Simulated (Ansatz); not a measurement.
**triplet HNO2 at 6 levels**

We compute a comparison of 6 runs (UHF/STO-3G, U-r2SCAN/STO-3G, U-wB97M-V/STO-3G, UPBE/STO-3G, UMP2/STO-3G, UCCSDT/STO-3G) of triplet HNO2. 

Program for the calculation: Ansatz 0.2.0.

61 further runs of the same task are left out: 1 that didn't finish, 60 set aside as unsound or not needed.

## 1. The structure to begin with

The species is HNO2 (4 atoms), meant as a triplet with charge 0. SMILES of the parent species: `O=NO`. The coordinates come from a PBE0-D4/def2-TZVP relaxation. That shape belongs to the parent species and isn't relaxed for this state.

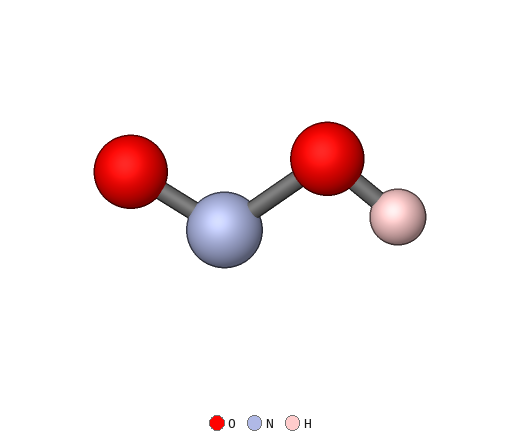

The structure, seen from a chosen angle (oxygen red, nitrogen light blue, hydrogen pink).

## 2. A single-point energy at UHF/STO-3G (run 1)

Input file job.yaml:

```yaml
crystal:
  periodic: [false, false, false]
  atoms:
    - symbol: O
      position_ang: [0.413650, 0.047230, 1.437260]
    - symbol: "N"
      position_ang: [0.320150, -0.419400, 0.377370]
    - symbol: O
      position_ang: [-0.362650, 0.434660, -0.492650]
    - symbol: H
      position_ang: [-0.371140, -0.062490, -1.321980]
basis:
  gaussian:
    orbitals: STO-3G
hamiltonian:
  xc: hf
magnetization:
  spin_polarized: true
  initial_magnetization: 2
accuracy: high
```

Launch:

```sh
$ ansatz run job.yaml --threads 1 --pin off --max-ram 3480MiB --events-out events.jsonl --progress --plain --runs-dir runs
```

The log of the run:

```text
Warning: RAYON_NUM_THREADS=1 ignored (pool sized by the plan → 1); use --threads N
Functional definition: HF
  name "HF"
  exchange = exact_x
  correlation = 0
275 factors; integrals over basis functions are off by at most 2.3e-8 eV
mean field evaluation 1: about -5491.5062 eV, gradient 1.2e1 eV
mean field evaluation 2: about -5491.7027 eV, gradient 1.3e1 eV
mean field evaluation 4: about -5492.9797 eV, gradient 2.0e0 eV
mean field evaluation 8: about -5493.1492 eV, gradient 1.6e-1 eV
mean field evaluation 16: about -5493.1485 eV, gradient 1.5e-8 eV
mean field -5493.14851865 eV, -201.8694846704 hartree, gradient 1.5e-8 eV, S^2 2.020890; 0 other end points of the search recorded, 0 dependent functions left out
reference -5493.14851865 eV, -201.8694846704 hartree; 13, 11 occupied and 3, 5 virtual orbitals, 275 factors
Total energy: -5493.14851865 eV, -201.8694846704 hartree
```

Run time: 0.1 s. Hardware: 1 thread of Intel Xeon 6975P-C (Granite Rapids), shared host.

## 3. A single-point energy at U-r2SCAN/STO-3G (run 2)

Input file job.yaml:

```yaml
basis:
  gaussian:
    orbitals: STO-3G
crystal:
  periodic: [false, false, false]
  atoms:
    - symbol: O
      position_ang: [0.413650, 0.047230, 1.437260]
    - symbol: N
      position_ang: [0.320150, -0.419400, 0.377370]
    - symbol: O
      position_ang: [-0.362650, 0.434660, -0.492650]
    - symbol: H
      position_ang: [-0.371140, -0.062490, -1.321980]
magnetization:
  spin_polarized: true
  initial_magnetization: 2
hamiltonian:
  xc: r2scan
accuracy: high
```

Launch:

```sh
$ ansatz run job.yaml --threads 1 --pin off --max-ram 3480MiB --events-out events.jsonl --progress --plain --runs-dir runs
```

The log of the run:

```text
Warning: RAYON_NUM_THREADS=1 ignored (pool sized by the plan → 1); use --threads N
Functional definition: r2SCAN
  name "r2SCAN"
  parameter k0 = 0.174
  parameter k1 = 0.065
  parameter a1 = 4.9479
  exchange = r2scan_x(k0 = k0, k1 = k1, a1 = a1)
  correlation = r2scan_c
275 factors; integrals over basis functions are off by at most 2.3e-8 eV
mean field evaluation 1: about -5516.6246 eV, gradient 5.5e0 eV
mean field evaluation 2: about -5516.7882 eV, gradient 4.0e0 eV
mean field evaluation 4: about -5516.8814 eV, gradient 2.6e-1 eV
mean field evaluation 8: about -5516.8404 eV, gradient 3.7e-3 eV
mean field evaluation 16: about -5516.8404 eV, gradient 8.5e-7 eV
mean field -5516.84039840 eV, -202.7401451926 hartree, gradient 1.6e-8 eV, S^2 2.002805; 0 other end points of the search recorded, 0 dependent functions left out
reference -5516.84039883 eV, -202.7401452083 hartree; 13, 11 occupied and 3, 5 virtual orbitals, 275 factors
Total energy: -5516.84039883 eV, -202.7401452083 hartree
```

Run time: 1.6 s. Hardware: 1 thread of Intel Xeon 6975P-C (Granite Rapids), shared host; peak memory 0.2 GiB.

Runs 3 to 5 aren't shown in full; the table further down has their settings and results.

## 4. A single-point energy at UCCSDT/STO-3G (run 6)

Input file molecule.yaml:

```yaml
crystal:
  periodic: [false, false, false]
  atoms:
    - {symbol: O, position_ang: [0.413650, 0.047230, 1.437260]}
    - {symbol: N, position_ang: [0.320150, -0.419400, 0.377370]}
    - {symbol: O, position_ang: [-0.362650, 0.434660, -0.492650]}
    - {symbol: H, position_ang: [-0.371140, -0.062490, -1.321980]}
basis:
  gaussian: {orbitals: STO-3G}
magnetization: {spin_polarized: true, initial_magnetization: 2}
correlation: {method: ccsdt, frozen_orbitals: {H: 0, "N": 1, O: 1}}
accuracy: high
scf: {omitted_lower_state_checks: [cluster_reference, increment]}
```

Launch:

```sh
$ ansatz run molecule.yaml --threads 1 --pin off --max-ram 3480MiB --events-out events.jsonl --progress --plain --runs-dir runs
```

The log of the run, cut to the lines that bear on the results:

```text
Warning: RAYON_NUM_THREADS=1 ignored (pool sized by the plan → 1); use --threads N
Functional definition: HF
  name "HF"
[...]
275 factors; integrals over basis functions are off by at most 2.3e-8 eV
[...]
mean field -5493.14851865 eV, -201.8694846704 hartree, gradient 1.5e-8 eV, S^2 2.020890; 0 other end points of the search recorded, 0 dependent functions left out
3 core orbitals not correlated: weight in the atoms' cores, before any rotation towards them, 1.000 or more for the frozen orbitals, at most 0.000 for the correlated occupied ones
reference -5493.14851865 eV, -201.8694846704 hartree; 10, 8 occupied and 3, 5 virtual orbitals, 275 factors
second order -2.75335093 eV of doubles, -0.00000000 eV of singles
cycle   1  -3.25823760 eV  change   -5.0e-1 eV  update   7.8e-2
[...]
cycle  27  -3.82045479 eV  change  -7.4e-11 eV  update   1.4e-9
Total energy: -5496.96897344 eV, -202.0098837943 hartree
Checks for a lower state left out: cluster_reference, increment
```

Wall time 0.46 s (1 thread of Intel Xeon 6975P-C (Granite Rapids), shared host).

## 5. All runs side by side

```csv
run,level,frozen core orbitals,energy (Eh),⟨S²⟩,wall time
1,UHF/STO-3G,–,-201.869485,2.021,0.1 s
2,U-r2SCAN/STO-3G,–,-202.740145,2.003,1.6 s
3,U-wB97M-V/STO-3G,–,-202.805362,2.003,7.5 s
4,UPBE/STO-3G,–,-202.592924,2.001,0.64 s
5,UMP2/STO-3G,3,-201.970668,2.021,0.08 s
6,UCCSDT/STO-3G,3,-202.009884,2.021,0.46 s
```

## 6. Results

| quantity | value |
| --- | --- |
| run 6: total energy | -202.00988 Eh |
| run 6: correlation energy (3 core orbitals frozen) | -140.4 mEh |
| run 6: ⟨S²⟩ of the reference determinant | 2.021 |
| run 6: T1 diagnostic | 0.032 |

What this shows: Below the UHF energy at the same shape and in the same basis (STO-3G): UMP2 -101.2 mEh; UCCSDT -140.4 mEh. Totals of different functionals can't be ranked against each other. In runs 1, 2, 3, 4, 5, 6 the basis is minimal, so the values are rough. All runs together took 10 s, the longest 7.5 s.
